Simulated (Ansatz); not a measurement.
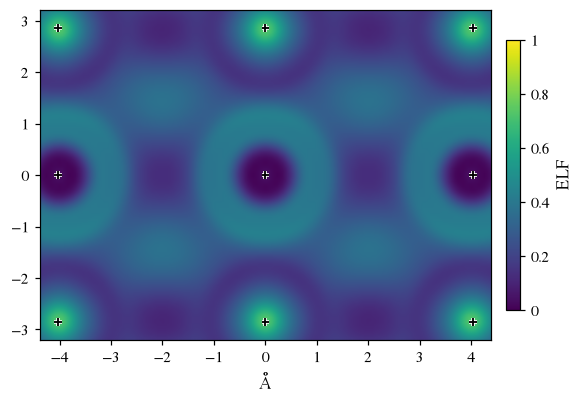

The electron localisation function on a plane through atoms (crosses mark nuclei in the plane).

Theory: DFT PBE, scalar-relativistic, plane waves, PAW in Ansatz.

Candidates:
A. TiGe4Mo, a = 3.34 Å, b = 3.34 Å, c = 8.50 Å, α = 90.00°, β = 90.00°, γ = 90.00°. Space group P4/mmm; a structure generated by program, which may or may not match a known phase; computed without spin polarisation.
B. NiGe3, a = 4.04 Å, b = 4.04 Å, c = 4.04 Å, α = 90.00°, β = 90.00°, γ = 90.00°. Space group Pm-3m; a structure generated by program, which may or may not match a known phase; the program warned that a starting moment wasn't kept; spin-polarised, but the moments vanished.
C. Ta3W2, a = 3.07 Å, b = 3.07 Å, c = 32.77 Å, α = 90.00°, β = 90.00°, γ = 120.00°. Space group R-3m; a structure generated by program, which may or may not match a known phase; computed without spin polarisation.

Q: Which system is this?

A: Candidate B: NiGe3 on the (110) plane of the conventional cell, which holds Ni and Ge. Ni–Ge (2.85 Å): the ELF is about 0.30 at the midpoint: no localised pair shows between them.
